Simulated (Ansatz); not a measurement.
# C₂H₈AlB (SMILES CB[CH2][AlH2]): what the fields show

The calculation's input:

```
crystal:
  periodic: [false, false, false]
  atoms:
    - {symbol: C, position_ang: [-0.791557, 1.530786, -0.453572]}
    - {symbol: B, position_ang: [-0.188107, 0.612694, 0.662286]}
    - {symbol: C, position_ang: [1.030079, -0.278039, 0.452487]}
    - {symbol: Al, position_ang: [0.308947, -1.986419, -0.220179]}
    - {symbol: H, position_ang: [-0.293979, 1.468270, -1.424438]}
    - {symbol: H, position_ang: [-1.862406, 1.343371, -0.593821]}
    - {symbol: H, position_ang: [-0.735343, 2.573202, -0.113121]}
    - {symbol: H, position_ang: [-0.761249, 0.563737, 1.722423]}
    - {symbol: H, position_ang: [1.699090, 0.033884, -0.358631]}
    - {symbol: H, position_ang: [1.574575, -0.567174, 1.355600]}
    - {symbol: H, position_ang: [-0.046179, -2.131318, -1.759115]}
    - {symbol: H, position_ang: [0.143130, -3.218196, 0.764080]}
basis:
  gaussian: {orbitals: def2-TZVPP}
hamiltonian: {xc: pbe0, dispersion: d4}
output: {orbitals: {seedname: orbitals}}
```

Command:

```sh
ansatz run in.yaml --threads 2 --pin off --events-out ev --progress --plain --max-ram 4352MiB
```

Geometry: PBE0-D4/def2-TZVP.

The calculation used Ansatz 0.2.0, RKS PBE0-D4/def2-TZVPP.

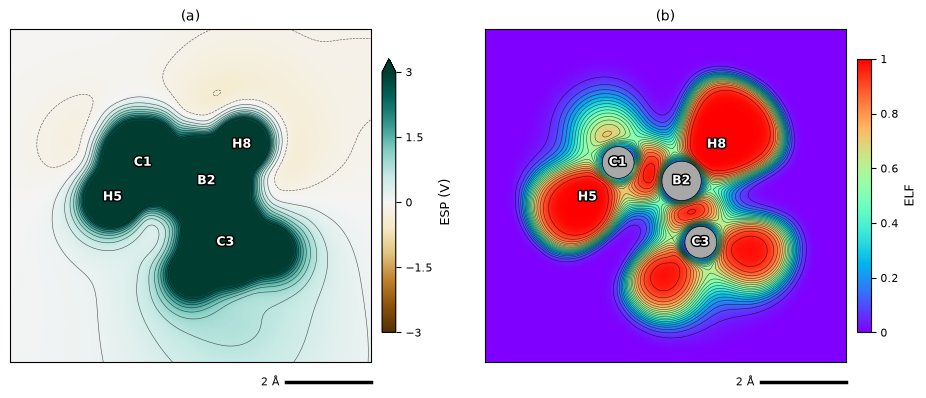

Figure 1. (a) molecular electrostatic potential; (b) ELF on the plane of atoms C1, B2 and C3. Grey discs cover the atomic cores in the ELF map.

**What does the map show?**

- Atoms in the plane: C, B and H.
- C–B (1.52 Å): the ELF peaks at about 0.95 between the atoms: a covalent bond.
- C–H (1.09 Å): the ELF climbs to about 1 towards the hydrogen, as it does in any bond to H; a covalent bond by its length.
- C–B (1.57 Å): the ELF peaks at about 0.95 between the atoms; localised, covalent bonding.
- B–H (1.21 Å): the ELF climbs to about 1 towards the hydrogen; a covalent bond by its length.
- Outside the dense part of the molecule the potential is most negative (−0.4 V) near H8.

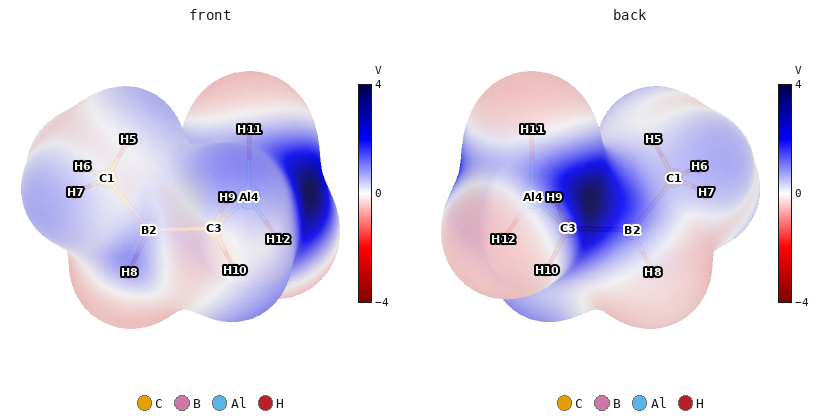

Figure 2. The molecular electrostatic potential painted on the density surface at 0.002 e/bohr³, seen from the front and from behind; the colour scale runs from red (negative) to blue (positive).

**Where is the surface potential most negative and most positive?**

The most negative region (about −0.4 V) lies over H8, H11 and H12, the most positive (about +3.9 V) over Al4.

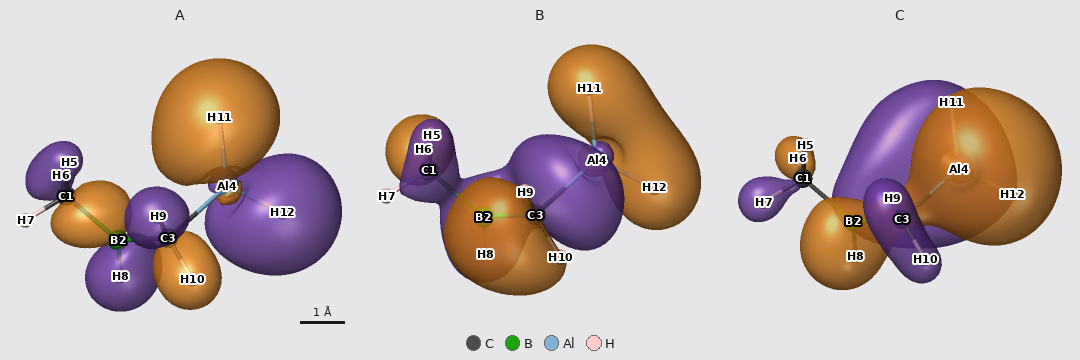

Figure 3. Three frontier orbitals at ±0.06 Å⁻³ᐟ² (orange and purple are the two phases), in no order.

**Order the three orbitals by energy and name them.**

A is the HOMO−1 (−8.46 eV). Its weight (Hirshfeld) is mainly on Al4 (about 30 %), H12 (about 25 %) and H11 (about 25 %). B is the HOMO (−8.07 eV). Its weight (Hirshfeld) is mainly on C3 (about 40 %), Al4 (about 20 %), B2 (about 15 %) and H12 (about 5 %). C is the LUMO (−1.78 eV). It lies mainly on Al4 (about 60 %), B2 (about 15 %) and C3 (about 5 %).

**What is the HOMO–LUMO gap?**

6.29 eV between the orbital energies.
